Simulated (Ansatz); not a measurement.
Geometry relaxation of CH9BSi (part 1 of 2)

- system: CH9BSi
- method: RKS PBE0-D4/6-31G* (Ansatz 0.2.0)

It belongs to a series of runs on one base structure; here: end point B relaxed. Figures and captions count atoms from 1; the log counts them from 0 in places.

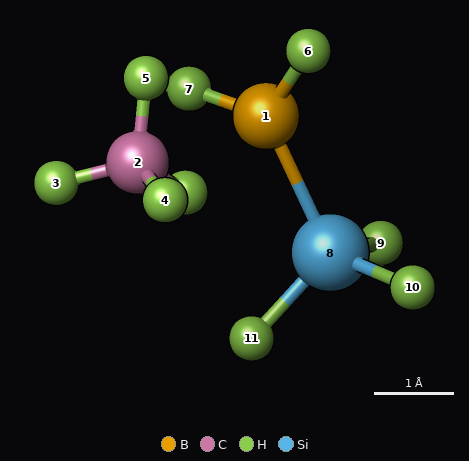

*The input geometry (ball-and-stick view, seen at a tilt; atoms are numbered from 1 in the order of the input).*

Bond lengths as drawn: B–H 1.20 Å, B–Si 1.97 Å, C–H 1.09 to 1.11 Å and H–Si 1.49 to 1.50 Å.

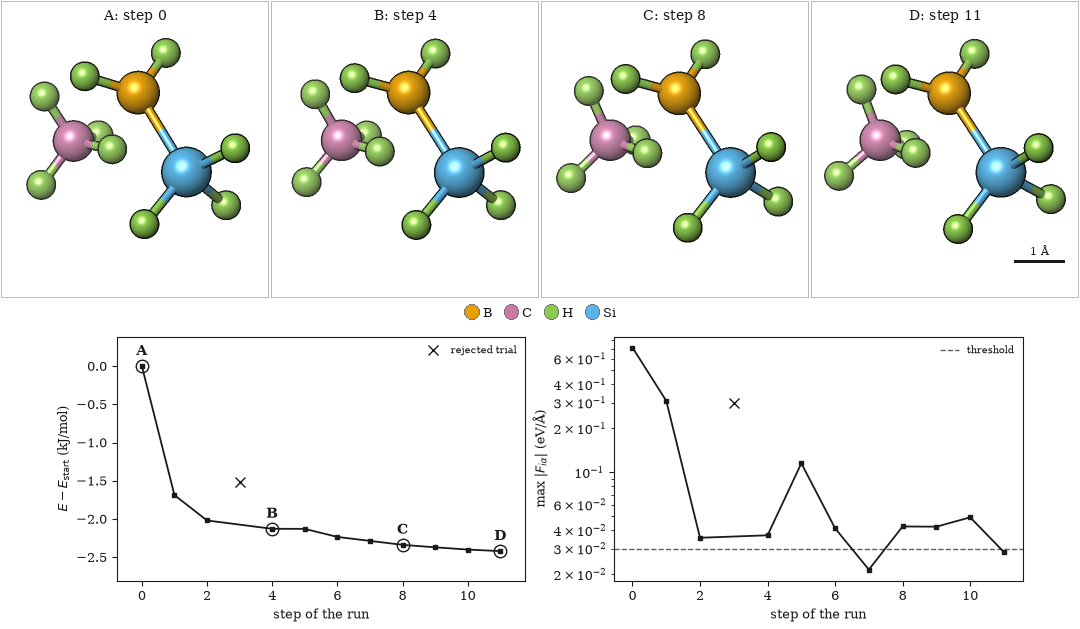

*Frames of the relaxation (ball-and-stick view, seen at a tilt) above the curves, on which the letters mark them (the first geometry is step 0 here and step 1 in the log).*

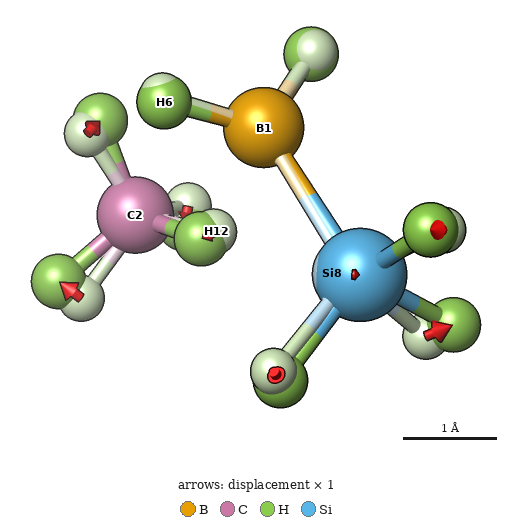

*Start (faint) and end (solid) with the displacements as red arrows, at true length (ball-and-stick view, seen at a tilt). The two geometries are laid on each other by the best rigid fit.*

The energy falls by 2.42 kJ/mol in 11 geometry steps. The largest force component goes from 0.71 to 0.028 eV/Å. The line search rejected the trial step at point 3 (counted from 0) and went back. The atom that moves furthest after the best rigid fit is H11 (0.34 Å). Largest moves by element: H 0.34 Å, Si 0.09 Å, C 0.07 Å, B 0.04 Å. Distances before and after: B1–Si8 1.972 → 2.019 Å. (Atoms are counted from 1 in the order of the input.)

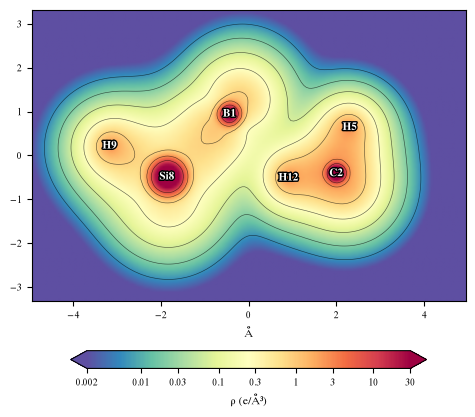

*Electron density on the plane of atoms H5, C2 and H12.*

C–H (1.09 Å): ρ at the midpoint is about 1.9 e/Å³. Si–H (1.50 Å): ρ is about 0.75 e/Å³ halfway.

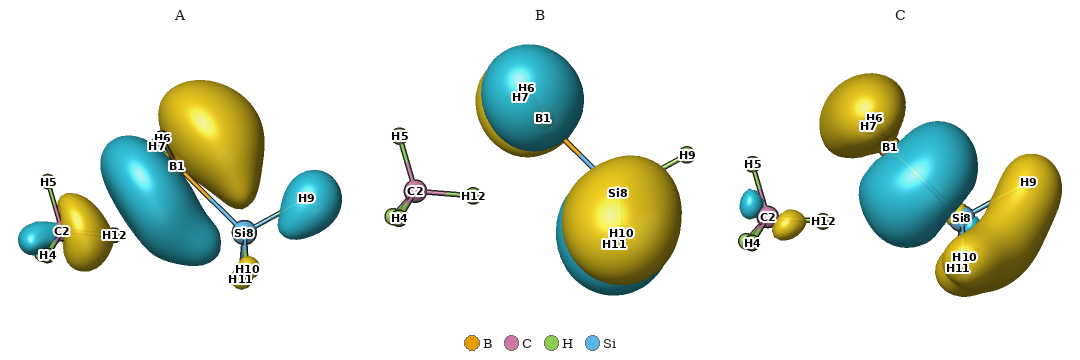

*Three frontier orbitals at ±0.1 Å⁻³ᐟ² (yellow and cyan are the two phases).*

B is the HOMO−1 (−9.13 eV). It lies mainly on Si8 (25 %), H10 (20 %), H11 (20 %), B1 (15 %) and H6 (10 %). C is the HOMO (−8.18 eV). Its weight (Hirshfeld) is mainly on B1 (35 %) and Si8 (35 %). A is the LUMO (−1.68 eV). It lies mainly on B1 (55 %) and Si8 (15 %). The HOMO–LUMO gap is 6.50 eV between the orbital energies.

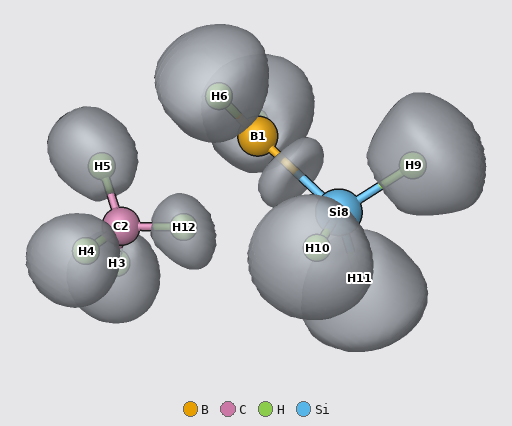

*Isosurface of the ELF at 0.9 (grey), seen at a tilt. Core shells and regions of very low density are left out.*

The ELF exceeds this value in one region between bonded B–Si atoms (shared pairs) and nine regions around hydrogen nuclei. Values along the shortest contacts:

These pictures come from the run below.

**The input**
```yaml
crystal:
  periodic: [false, false, false]
  atoms:
    - { symbol: B, position_ang: [-0.150389, -0.633283, -0.093729] }
    - { symbol: C, position_ang: [0.044169, 0.346638, 2.521655] }
    - { symbol: H, position_ang: [-0.876576, 0.64053, 3.028187] }
    - { symbol: H, position_ang: [0.790806, 0.01249, 3.243966] }
    - { symbol: H, position_ang: [0.433936, 1.178971, 1.935956] }
    - { symbol: H, position_ang: [0.8811, -0.077834, -0.346965] }
    - { symbol: H, position_ang: [-1.150714, 0.018197, -0.216153] }
    - { symbol: Si, position_ang: [-0.271366, -2.580545, 0.193369] }
    - { symbol: H, position_ang: [-0.700085, -3.182651, -1.107073] }
    - { symbol: H, position_ang: [1.001741, -3.25257, 0.585871] }
    - { symbol: H, position_ang: [-1.309811, -2.953259, 1.200579] }
    - { symbol: H, position_ang: [-0.190311, -0.511485, 1.865837] }
basis:
  gaussian: { orbitals: "6-31G*" }
hamiltonian:
  xc: pbe0
  dispersion: d4
relax:
  f_tol: 0.03
  max_steps: 50
output:
  orbitals: {}
```

Launch command:
```bash
ansatz run input.yaml --threads 1 --pin off --max-ram 2048MiB --backend cpu --events-out ev --progress --plain --runs-dir out
```

**What the program printed**
```
The last accepted step is kept in [file] (removed where the run ends without a failure and the disk answers)
Engine: ansatz 0.2.0, x86_64-unknown-linux-gnu
Functional definition: PBE0
  parameter a = 0.25
  parameter kappa = 0.804
  parameter beta = 0.06672455060314922
  exchange = (1 - a)*pbe_x(kappa = kappa, mu = beta*pi^2/3) + a*exact_x
  correlation = pbe_c(beta = beta)
804 factors; integrals over basis functions are off by at most 6.0e-4 eV
mean field evaluation 1: about -9727.0393 eV, gradient 3.4e1 eV
mean field evaluation 2: about -9727.0045 eV, gradient 3.3e1 eV
mean field evaluation 4: about -9729.7668 eV, gradient 6.7e-1 eV
mean field evaluation 8: about -9729.7791 eV, gradient 2.2e-2 eV
mean field -9729.77906014 eV, -357.5627853789 hartree, gradient 7.8e-5 eV, S^2 0.000000; 0 other end points of the search recorded, 0 dependent functions left out
the calculation of the forces begins
reference -9729.77908457 eV, -357.5627862767 hartree; 17, 17 occupied and 50, 50 virtual orbitals, 804 factors
relax step   1: F+E_penalty+E_count = -9729.92810679 eV  Δ(F+E_penalty+E_count) = +0.000e0 eV  max|allowed force component| = 7.147e-1 eV/Å  Δτ_max = 0.0000 Å  (22 SCF iters, accepted)
these checks for a lower state are left out or cut short: starts, cluster_reference, orbital_swaps, neighbouring_geometries, increment
804 factors; integrals over basis functions are off by at most 6.1e-4 eV
mean field evaluation 16: about -9729.7876 eV, gradient 9.9e-3 eV
mean field -9729.79902252 eV, -357.5635189828 hartree, gradient 4.9e-5 eV, S^2 0.000000; 0 other end points of the search recorded, 0 dependent functions left out
[... from here on the field's lines of each further geometry are left out, up to the last ...]
relax step   2: F+E_penalty+E_count = -9729.94559940 eV  Δ(F+E_penalty+E_count) = -1.749e-2 eV  max|allowed force component| = 3.088e-1 eV/Å  Δτ_max = 0.0660 Å  (24 SCF iters, accepted)
relax step   3: F+E_penalty+E_count = -9729.94903819 eV  Δ(F+E_penalty+E_count) = -3.439e-3 eV  max|allowed force component| = 3.559e-2 eV/Å  Δτ_max = 0.0383 Å  (23 SCF iters, accepted)
relax step   4: F+E_penalty+E_count = -9729.94382227 eV  Δ(F+E_penalty+E_count) = +5.216e-3 eV  max|allowed force component| = 2.972e-1 eV/Å  Δτ_max = 0.0787 Å  (23 SCF iters, rejected (line search))
relax step   5: F+E_penalty+E_count = -9729.95016808 eV  Δ(F+E_penalty+E_count) = -1.130e-3 eV  max|allowed force component| = 3.700e-2 eV/Å  Δτ_max = 0.0384 Å  (23 SCF iters, accepted)
relax step   6: F+E_penalty+E_count = -9729.95017638 eV  Δ(F+E_penalty+E_count) = -8.298e-6 eV  max|allowed force component| = 1.153e-1 eV/Å  Δτ_max = 0.0579 Å  (23 SCF iters, accepted)
relax step   7: F+E_penalty+E_count = -9729.95126871 eV  Δ(F+E_penalty+E_count) = -1.092e-3 eV  max|allowed force component| = 4.133e-2 eV/Å  Δτ_max = 0.0261 Å  (24 SCF iters, accepted)
relax step   8: F+E_penalty+E_count = -9729.95180729 eV  Δ(F+E_penalty+E_count) = -5.386e-4 eV  max|allowed force component| = 2.153e-2 eV/Å  Δτ_max = 0.0263 Å  (23 SCF iters, accepted)
relax step   9: F+E_penalty+E_count = -9729.95234155 eV  Δ(F+E_penalty+E_count) = -5.343e-4 eV  max|allowed force component| = 4.254e-2 eV/Å  Δτ_max = 0.0606 Å  (22 SCF iters, accepted)
relax step  10: F+E_penalty+E_count = -9729.95267948 eV  Δ(F+E_penalty+E_count) = -3.379e-4 eV  max|allowed force component| = 4.238e-2 eV/Å  Δτ_max = 0.0333 Å  (23 SCF iters, accepted)
relax step  11: F+E_penalty+E_count = -9729.95298436 eV  Δ(F+E_penalty+E_count) = -3.049e-4 eV  max|allowed force component| = 4.912e-2 eV/Å  Δτ_max = 0.0503 Å  (22 SCF iters, accepted)
the calculation of the forces begins
reference -9729.80654286 eV, -357.5637953503 hartree; 17, 17 occupied and 50, 50 virtual orbitals, 804 factors
relax step  12: F+E_penalty+E_count = -9729.95319440 eV  Δ(F+E_penalty+E_count) = -2.100e-4 eV  max|allowed force component| = 2.840e-2 eV/Å  Δτ_max = 0.0194 Å  (21 SCF iters, accepted)
804 factors; integrals over basis functions are off by at most 7.1e-4 eV
mean field -9729.80651807 eV, -357.5637944393 hartree, gradient 1.7e-5 eV, S^2 0.000000; 1 other end points of the search recorded, 0 dependent functions left out
the calculation of the forces begins
reference -9729.80654286 eV, -357.5637953503 hartree; 17, 17 occupied and 50, 50 virtual orbitals, 804 factors
Total energy: -9729.95321919 eV, -357.5691856059 hartree
Atom 0 at    -0.182140    -0.634668    -0.063170 Å, force    -0.000687     0.008918     0.020339 eV/Å
Atom 1 at     0.093693     0.391532     2.528218 Å, force    -0.005726     0.014819     0.001789 eV/Å
Atom 2 at    -0.796361     0.511082     3.150440 Å, force     0.027892    -0.004434    -0.015177 eV/Å
Atom 3 at     0.980904     0.235430     3.146180 Å, force    -0.016681     0.009050    -0.007054 eV/Å
Atom 4 at     0.228420     1.268417     1.892663 Å, force    -0.004047    -0.028397     0.019993 eV/Å
Atom 5 at     0.875316    -0.125660    -0.303705 Å, force    -0.003021    -0.004401    -0.007255 eV/Å
Atom 6 at    -1.161990     0.049858    -0.145792 Å, force     0.003865    -0.001793    -0.007627 eV/Å
Atom 7 at    -0.337354    -2.634722     0.166168 Å, force    -0.000124    -0.019487    -0.013335 eV/Å
Atom 8 at    -0.496868    -3.204770    -1.210723 Å, force     0.002366     0.004156     0.018123 eV/Å
Atom 9 at     0.870973    -3.270387     0.771460 Å, force    -0.014033     0.007163    -0.006307 eV/Å
Atom 10 at    -1.526531    -3.061667     0.962233 Å, force     0.011682     0.004325    -0.006389 eV/Å
Atom 11 at    -0.045563    -0.519246     1.917528 Å, force    -0.001488     0.010082     0.002901 eV/Å
Dipole moment:     0.030115     0.203670     0.167662 e Å
```

**Trajectory as extended XYZ (Å, eV, eV/Å), 12 frames, from step=1 to step=12**
```
12
Properties=species:S:1:pos:R:3:forces:R:3 step=1 energy=-9729.92811
B    -0.1504   -0.6333   -0.0937    0.0279   0.7147  -0.1484
C     0.0442    0.3466    2.5217    0.0084   0.0209  -0.0298
H    -0.8766    0.6405    3.0282   -0.0205  -0.0086  -0.0116
H     0.7908    0.0125    3.2440    0.0266  -0.0100   0.0039
H     0.4339    1.1790    1.9360    0.0127   0.0341   0.0061
H     0.8811   -0.0778   -0.3470    0.0069  -0.0363   0.0373
H    -1.1507    0.0182   -0.2162    0.0026  -0.0299   0.0347
Si   -0.2714   -2.5805    0.1934   -0.0591  -0.7100   0.0831
H    -0.7001   -3.1827   -1.1071   -0.0054  -0.0087  -0.0468
H     1.0017   -3.2526    0.5859    0.0088   0.0198   0.0185
H    -1.3098   -2.9533    1.2006    0.0019  -0.0015   0.0020
H    -0.1903   -0.5115    1.8658   -0.0107   0.0155   0.0510
```
